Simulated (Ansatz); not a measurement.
Molecular dynamics, with input and output: GaOF$_{2}$ (charge −1)

System: GaOF$_{2}$, charge −1, SMILES [O-][Ga]([F])[F].
Method: RKS PBE0-D4/def2-SVPD (Ansatz 0.2.0).

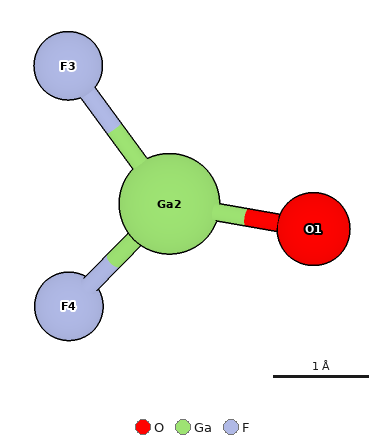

*The starting structure (ball-and-stick view, seen at a tilt; atoms are numbered from 1 in the order of the input). Sticks mark near contacts.*

Bond lengths as drawn: F–Ga 1.81 Å and Ga–O 1.65 Å.

### Input file
```yaml
crystal:
  periodic: [false, false, false]
  atoms:
    - {symbol: O, position_ang: [-1.544190, -0.505520, 0.798320]}
    - {symbol: Ga, position_ang: [-0.140370, -0.045850, 0.071220]}
    - {symbol: F, position_ang: [1.544440, -0.655830, 0.331870]}
    - {symbol: F, position_ang: [0.140120, 1.207200, -1.201400]}
basis:
  gaussian: {orbitals: def2-SVPD}
total_charge: -1
hamiltonian: {xc: pbe0, dispersion: d4}
md: {n_steps: 30, timestep: 0.75, temperature: 1000, ensemble: npt_langevin, seed: 707, pressure: 1.0, initial_velocities: maxwell_boltzmann}
```

Machine: 1 CPU thread, shared host.

Launched with:
```bash
ansatz run in.yaml --threads 1 --pin off --events-out ev --progress --plain --max-ram 4352MiB
```

### The program's output
```
Error: invalid value for `basis.gaussian`: such a run doesn't read md.pressure; remove what it names
```

### Outcome

```json
{"quantity": "outcome", "value": "refused by the program"}
```

### Diagnosis

A setting was made wrong on purpose: pressure on a molecule. The program refused the input: “invalid value for `basis.gaussian`: such a run doesn't read md.pressure; remove what it names”
